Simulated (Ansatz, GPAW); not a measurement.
# WSi2As4 monolayer: work function by functional and basis, part 3 of 3

How far do functional and basis move the work function of WSi2As4 monolayer? Where a layer proves gapped, the work function hangs on where the smearing puts the Fermi level, and the band edges take its place.

GPAW 26.7.0 and Ansatz 0.2.0; Ansatz plane waves; layer without images along its normal, relaxation of atoms and in-plane cell (the session's first sound run).

So far, upper work function (eV): step 3 (the slab's potential, PBE, GPAW) 4.44; step 5 (self-consistent run: xc = "RPBE") 4.34; step 6 (self-consistent run: xc = "vdW-DF2", GPAW, PAW setups, GPAW) 4.86; step 7 (real-space grid: mode = "fd", PBE, GPAW) 4.45; step 8 (atomic orbitals: mode = "lcao", PBE, GPAW) 4.22.

### 10. A second plane-wave code

A second program with its own datasets checks the number independently.

This step: Ansatz plane waves; slab in vacuum with a dipole correction (Ansatz 0.2.0).

input.yaml reads:

```yaml
crystal:
  lattice:
    - [3.6106188005, 0.0, 0.0]
    - [-1.8053094002, 3.1268876046, 0.0]
    - [0.0, 0.0, 42.1102298147]
  atoms:
    - { symbol: As, position: [0.0, 0.0, 0.2039306699] }
    - { symbol: Si, position: [0.3333333333, 0.6666666667, 0.2305315151] }
    - { symbol: As, position: [0.3333333333, 0.6666666667, 0.2868621009] }
    - { symbol: W, position: [0.0, 0.0, 0.3224289564] }
    - { symbol: As, position: [0.3333333333, 0.6666666667, 0.357995812] }
    - { symbol: Si, position: [0.3333333333, 0.6666666667, 0.4143263978] }
    - { symbol: As, position: [0.0, 0.0, 0.440927243] }
kpoints:
  mp_grid: { grid: [9, 9, 1] }
hamiltonian:
  xc: pbe
scf:
  occupations: { method: fermi_dirac, width: 0.05 }
efield:
  axis: 3
  dipole_correction: true
  ramp_width: 0.05
output:
  forces: true
  write_potential: true
  write_density: true
  volumetric_format: npy
```

Command:

```sh
ansatz run input.yaml --threads 4 --pin off --max-ram 8192MiB --backend cpu --events-out ev --progress --plain --runs-dir out
```

Numbers of over 12 decimals in the logs are rounded to 6 here.

The program printed:

```text
[...]
Crystal: 7 atoms, lattice volume = 475.424 Å³
Basis set: ecut = 420 eV, 9153 PW (Γ), exchange–correlation on 50×50×576 points (8 copies of the dense FFT grid, shifted against one another)
Bands: 50, of which v1, the nominal top of the filled ones, is band 41 counted from 1 (40 counted from 0)
Symmetry: 6 space group operations
k-points: 12 of 81 (time reversal used)
[...]
SCF iter   1: F=—  HF=-31081.335627 eV  |F-HF|=—  |Δ(HF+E_count)|=         —  Δρ=3.54e-3  dr2=6.45e-1  ethr=1.77e-3  p=-0.000 e·Å  D=-6.16e-7 V/Å  ΔV_dip=0.00 eV  dr2_dipole=1.16e-8  V_vac-E_F(+/−)=4.97/4.97 eV  ⟨swp⟩=10.1  Hψ=2702  notcnv=0  defer=1
efield: sawtooth ramp at fractional position 0.7974 (placed from the atoms, in the widest stretch of the axis that holds none; the zero of the levels goes with the place), width 0.0500; the density the first Hamiltonian is built on has a dipole p = -0.000 e·Å; the dipole correction subtracts the counter field D = -6.16e-7 V/Å, which shifts the + side's vacuum level by +0.00 eV against the − side's; the planar-averaged density in the ramp window peaks in size at 2.0e-6 e/Å³
[...]
SCF iter   2: F=—  HF=-31081.401790 eV  |F-HF|=—  |Δ(HF+E_count)|=   6.62e-2  Δρ=5.63e-3  dr2=1.41e0  ethr=7.87e-4  p=0.000 e·Å  D=1.93e-5 V/Å  ΔV_dip=-0.00 eV  dr2_dipole=5.86e-8  V_vac-E_F(+/−)=3.64/3.65 eV  ⟨swp⟩=3.8  Hψ=929  notcnv=0  defer=31
[...]
SCF iter  10: F=-31081.278354 eV  HF=-31081.278354 eV  |F-HF|=2.10e-8  |Δ(HF+E_count)|=   1.22e-8  Δρ=1.77e-6  dr2=1.90e-8  ethr=1.22e-10  p=0.000 e·Å  D=6.40e-7 V/Å  ΔV_dip=-0.00 eV  dr2_dipole=8.42e-12  V_vac-E_F(+/−)=4.44/4.44 eV  ⟨swp⟩=20.9  Hψ=4960  notcnv=0
SCF 1 converged in 10 iterations: F = -31081.278354 eV  dr2 = 1.90e-8
[...]
SCF converged after 10 iterations
Free energy (F): -31081.278354 eV
[...]
Internal energy: -31081.278315 eV  (E = F + TS)
E sigma→0 (E₀):  -31081.278334 eV
Entropy (-TS):   -0.000039 eV (-0.006 meV/atom)
Fermi energy:    0.091794 eV
Dipole field:    D = 0.000003 V/Å  (p = 0.000008 e·Å, saw-weighted, corrected)
Work function:   Φ+ = 4.4389 eV   Φ− = 4.4390 eV
Levels:          The Fermi level and band energies are counted from a zero that moves with the ramp; work functions are not
[...]
--- Forces (eV/Å), atoms counted from 1 ---
  atom   1  As    -0.00000000    -0.00000000    -0.00047514
  atom   2  Si    -0.00000000    -0.00000000    -0.00071339
  atom   3  As     0.00000000    -0.00000000     0.00094172
  atom   4  W      0.00000000    -0.00000000    -0.00002480
  atom   5  As     0.00000000    -0.00000000    -0.00094020
  atom   6  Si     0.00000000    -0.00000000     0.00072962
  atom   7  As     0.00000000    -0.00000000     0.00047988
  max |Σ_I F_I| component: 2.30e-6 eV/Å
--- Band table (eV; the first three rows and the last of 12) ---
  k-point 0: bands = [... 37 lower, -0.9502, -0.8669, -0.8669, -0.4525, 2.1526, 2.1903, 2.4502, 2.4502, ... 5 higher]
  k-point 1: bands = [... 37 lower, -1.2716, -1.1908, -1.1587, -0.4796, 1.9602, 1.9948, 2.7184, 2.7606, ... 5 higher]
  k-point 2: bands = [... 37 lower, -1.7949, -1.7036, -1.5345, -0.8209, 1.4167, 1.5545, 2.1051, 2.3739, ... 5 higher]
  k-point 11: bands = [... 37 lower, -3.0235, -2.0961, -1.3282, -0.2614, 0.4540, 0.8325, 1.3771, 1.8934, ... 5 higher]
```

Run time: 8.2 s. Hardware: 4 threads of Intel Xeon Platinum 8488C (Sapphire Rapids), shared host; peak memory 1 GiB.

Numbers from this step:

```yaml
symmetry_operations: 6
upper_work_function: 4.439 eV
lower_work_function: 4.439 eV
dipole_along_the_normal: 8.33e-6 e·Å
dipole_field: 3.17e-6 V/Å
vacuum_level_above: 4.531 eV
vacuum_level_below: 4.531 eV
```

Table of electrostatic potential energy of an electron (with the applied field's), less the Fermi level, planar mean by z:

| z (Å) | electrostatic potential energy of an electron (with the applied field's), less the Fermi level, planar mean (eV) |
| --- | --- |
| 0.0 | 4.44 |
| 2.5 | 4.44 |
| 5.0 | 4.44 |
| 7.5 | 2.35 |
| 10.0 | -7.69 |
| 12.5 | -4.16 |
| 15.0 | -1.86 |
| 17.5 | -10.2 |
| 20.0 | 3.65 |
| 22.5 | 4.44 |
| 25.0 | 4.44 |
| 27.5 | 4.44 |
| 30.0 | 4.44 |
| 32.5 | 4.44 |
| 35.0 | 4.44 |
| 37.5 | 4.44 |
| 40.0 | 4.44 |

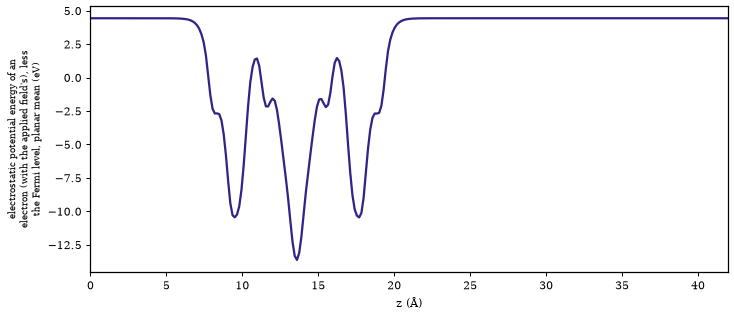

Electrostatic potential energy of an electron (with the applied field's), less the Fermi level, planar mean against z.

The valence density, planar mean oscillates, so the rows of the table below give means over windows of 2.5 Å about each position, cut where the curve ends. Its maxima inside the range that stand out by 2 % of the span (Å: e/Å³): 8.6: 1.59, 12.1: 1.57, 13.6: 0.964, 15.1: 1.59, 18.6: 1.60. Its minima: 10.8: 0.130, 12.7: 0.481, 14.3: 0.487, 16.4: 0.130.

Table of valence density, planar mean by z; means over each step:

| z (Å) | valence density, planar mean (e/Å³) |
| --- | --- |
| 2.5 | 0 |
| 5.0 | 3.9e-4 |
| 7.5 | 0.371 |
| 10.0 | 0.322 |
| 12.5 | 0.825 |
| 15.0 | 0.714 |
| 17.5 | 0.502 |
| 20.0 | 0.170 |
| 22.5 | 1.5e-4 |

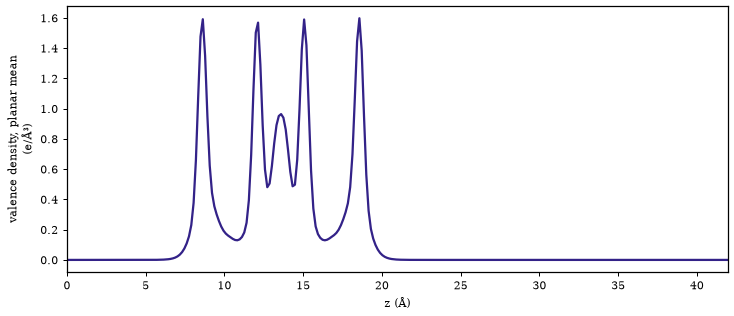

Valence density, planar mean against z.

In a gap the Fermi level hangs on smearing and numerics; here the upper work functions are 4.439 and 4.445 eV; the step between the faces is -1.4e-4 against 0.0068 eV.

### 11. Side by side

Results and costs are gathered.

This step: comparison of work functions, dipole and cost (GPAW 26.7.0).

Ladder, by row:

| step | code | work function, upper (eV) | work function, lower (eV) | dipole (e Å) | wall time (s) | peak memory (GiB) | threads |
| --- | --- | --- | --- | --- | --- | --- | --- |
| pw | GPAW | 4.445 | 4.438 | -5.68e-4 | 46.59 | 0.25 | 1 |
| revPBE | GPAW | 4.34 | 4.333 | -5.66e-4 | 46.94 | 0.25 | 1 |
| RPBE | GPAW | 4.336 | 4.329 | -5.66e-4 | 47.39 | 0.25 | 1 |
| vdW-DF2 | GPAW | 4.861 | 4.855 | -5.68e-4 | 78.48 | 0.48 | 1 |
| fd | GPAW | 4.446 | 4.44 | -4.29e-4 | 150.8 | 0.6 | 1 |
| lcao | GPAW | 4.221 | 4.215 | -4.29e-4 | 125.3 | 0.34 | 1 |
| ansatz | Ansatz | 4.439 | 4.439 | 8.33e-6 | 8.25 | 1.023 | 4 |

### 12. Summary of results

```
work function, upper and lower face (Fermi level placed in the gap by the smearing) : 4.445 and 4.438 eV
ionisation energy from the upper face (highest filled level on the mesh)            : 4.80 eV
electron affinity from the upper face (lowest empty Kohn-Sham level on the mesh)    : 4.08 eV
dipole along the normal                                                             : -5.7e-4 e Å, near the numerical noise
```

With plane waves and PBE the ionisation energy from the upper face is 4.80 eV and the Kohn-Sham electron affinity 4.08 eV. The levels nearest the Fermi level on the mesh lie 0.718 eV apart, so the slab is gapped there: the smearing puts the Fermi level inside the gap, and from either face the ionisation energy is the work function plus 0.35 eV. Both are Kohn-Sham levels on the mesh, and semilocal gaps are too small, so the affinity tends to come out too large and the ionisation energy too small. Work functions of a gapped slab move with the place of the Fermi level in the gap; over the runs without a planted fault the highest filled level on the mesh lies 4.58 (lcao) to 5.16 eV (vdW-DF2) under the upper vacuum level. With elements this heavy, spin-orbit coupling can move band edges by tenths of an eV. The small printed dipole stands for a step of 9.1 meV from the lower to the upper face, and the probes find 6.8 meV; values this small are near the numerical noise of both. The layer's cell and atoms come from the relaxation; spin-orbit coupling and temperature are left out.

[Logs are printed without paths, hosts, clocks, repeated set-up lines and the standing remarks that a program may print on its own settings, such as how far it seeks lower states.]

[Hosts, paths, dates, database ids (printed as entryN), source tags and the programs' standing remarks are cut or masked in the printed files.]
